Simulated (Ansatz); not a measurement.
AlH5O2Si (SMILES O[SiH2][O][AlH2])

Input

```
crystal:
  periodic: [false, false, false]
  atoms:
    - {symbol: O, position_ang: [-0.795067, 1.829420, -0.898217]}
    - {symbol: Si, position_ang: [0.173035, 1.196684, 0.266909]}
    - {symbol: O, position_ang: [0.250787, -0.418868, 0.197712]}
    - {symbol: Al, position_ang: [0.325719, -2.080506, -0.060638]}
    - {symbol: H, position_ang: [-1.740838, 1.705756, -0.810913]}
    - {symbol: H, position_ang: [1.506055, 1.782810, 0.005036]}
    - {symbol: H, position_ang: [-0.337306, 1.564905, 1.614248]}
    - {symbol: H, position_ang: [-0.959489, -2.795723, -0.636782]}
    - {symbol: H, position_ang: [1.665604, -2.830577, 0.305447]}
basis:
  gaussian: {orbitals: def2-TZVPP}
hamiltonian: {xc: pbe0, dispersion: d4}
output: {orbitals: {seedname: orbitals}}
```

Command:

```sh
ansatz run in.yaml --threads 2 --pin off --events-out ev --progress --plain --max-ram 4352MiB
```

Geometry: PBE0-D4/def2-TZVP.

Method: RKS PBE0-D4/def2-TZVPP (Ansatz 0.2.0).

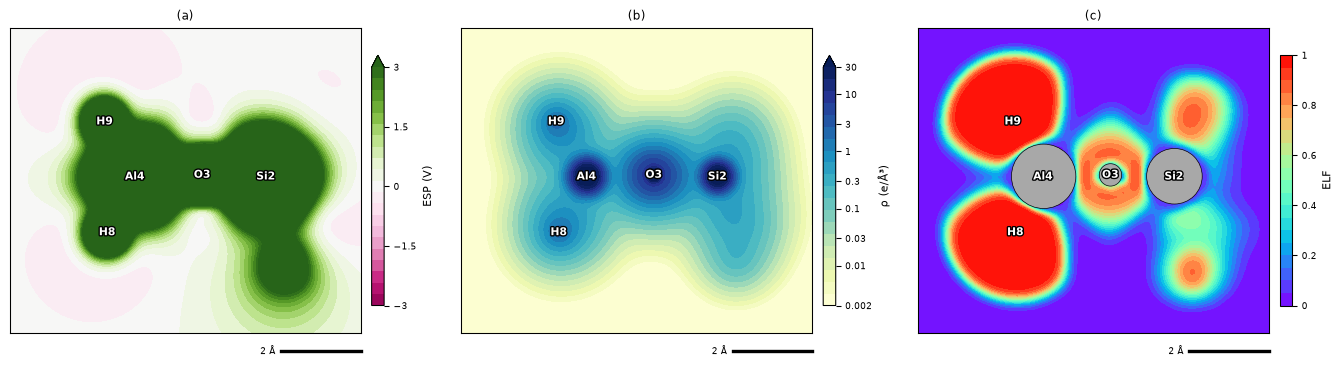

Figure 1. (a) molecular electrostatic potential; (b) electron density; (c) ELF on the plane of atoms O3, Al4 and H9. Grey discs cover the atomic cores in the ELF map.

Read the bonding off the picture.

Answer. The section cuts through Si, O, Al and H sites.
Si–O (1.62 Å): ρ is about 1.2 e/Å³ halfway; the ELF peaks at about 0.85 between the atoms; a polar covalent bond.
Al–O (1.68 Å): the density is about 0.88 e/Å³ at the midpoint; the ELF peaks at about 0.85 in the valence shell of O, 0.7 Å from its nucleus, and is about 0.40 at the midpoint.
Al–H (1.58 Å): ρ at the midpoint is about 0.56 e/Å³; the ELF climbs to about 1 towards the hydrogen.
The ELF also peaks beside O3, away from the bonds: lone-pair regions.
Outside the dense part of the molecule the potential is most negative (−0.3 V) near H9.

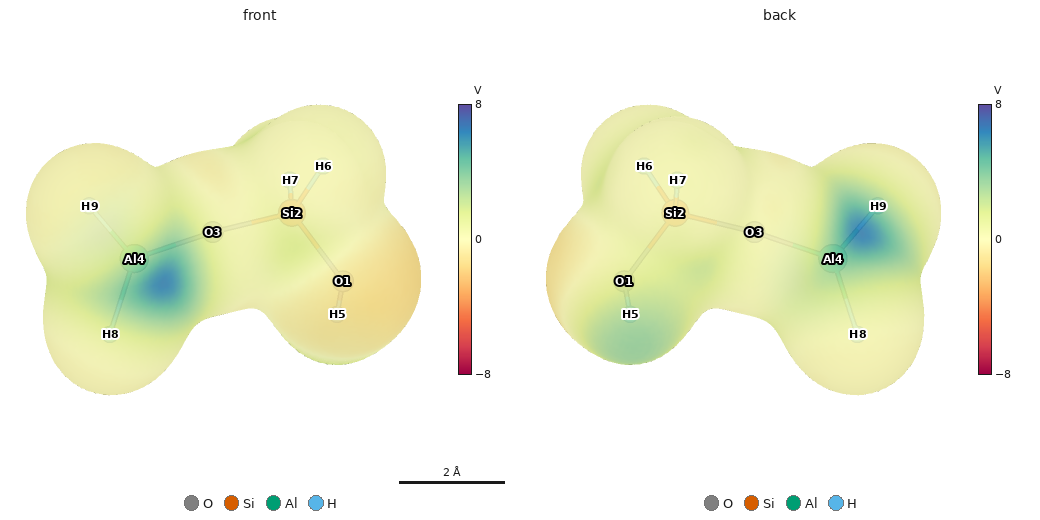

Figure 2. The molecular electrostatic potential painted on the density surface at 0.004 e/bohr³, seen from the front and from behind; red is negative and blue positive.

Describe the electrostatic potential map.

Answer. The most negative region (about −1.5 V) lies over O1, the most positive (about +6.1 V) over Al4. O1 is the likeliest acceptor of a hydrogen bond.

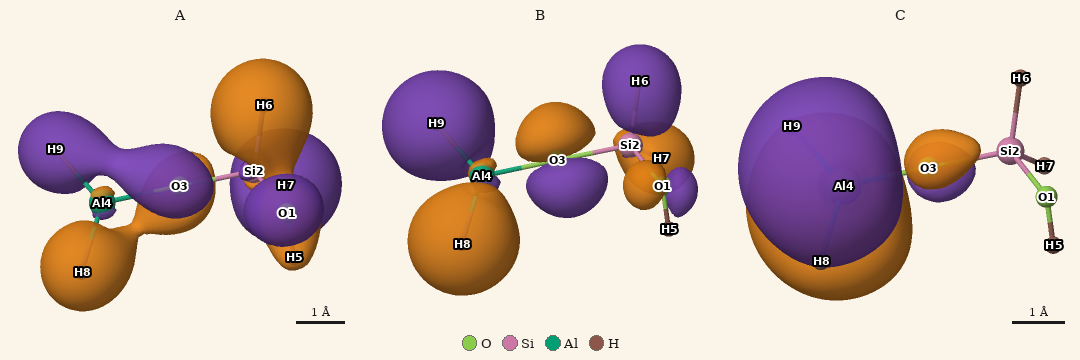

Figure 3. Three frontier orbitals at ±0.08 Å⁻³ᐟ² (orange and purple are the two phases), in no order.

Order the three orbitals by energy and name them.

Answer. A is the HOMO−1 (−8.66 eV). By Hirshfeld shares it lies mainly on H7 (about 20 %), Si2 (about 20 %), O3 (about 15 %), H6 (about 10 %), O1 (about 10 %) and Al4 (about 10 %). B is the HOMO (−8.32 eV). It lies mainly on Al4 (about 20 %), H9 (about 20 %), H8 (about 20 %), O3 (about 20 %) and Si2 (about 5 %). C is the LUMO (−1.18 eV). Its weight (Hirshfeld) is mainly on Al4 (about 80 %), H8 (about 5 %) and H9 (about 5 %).

What is the HOMO–LUMO gap?

Answer. 7.14 eV between the orbital energies.
